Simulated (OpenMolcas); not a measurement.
Exact exchange and the vertical energy of the triplet above the singlet of MoCl2O2 (molybdenum dichloride dioxide)

MoCl2O2 has 5 atoms, charge 0, and is taken as a singlet. As SMILES, `O=[Mo](=O)(Cl)Cl`. Geometry: relaxed at PBE0-D4/def2-TZVP.

The vertical energy of the triplet above the singlet y, in eV, basis def2-SVP with a core potential; a is the functional's share of exact exchange. Programs: OpenMolcas 26.06.

```
functional     program     a  y (eV)
      TPSS  OpenMolcas     0    4.31
    revPBE  OpenMolcas     0    3.95
     B3LYP  OpenMolcas   0.2       ?
      PBE0  OpenMolcas  0.25    3.73
     BHLYP  OpenMolcas   0.5    3.25
```

Problem. Fit y = c + s·a to the known rows and predict B3LYP.

Solution. 
1. Means of the 4 rows: a = 0.1875, y = 3.810.
2. Σ(Δa)² = 0.17188, Σ(Δa·Δy) = -0.3, so the slope is -0.3/0.17188 = -1.7454.
3. Intercept: 3.810 − (-1.7454) × 0.1875 = 4.137. The largest residual of the fit is 0.19.
4. B3LYP: 4.137 + (-1.7454) × 0.2 = 3.79 eV.

The run gave 3.79 eV, so the prediction is off by 0.00 eV: they agree to the digits shown. Exact exchange favours the state with more unpaired electrons. The rows mix families of semi-local functionals, which the line can't see. Spin-orbit coupling is left out.

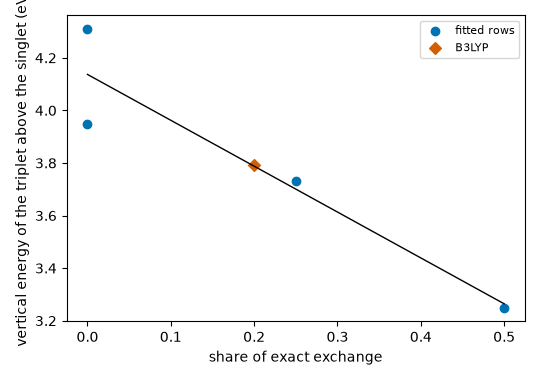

The fitted line, with the withheld row.
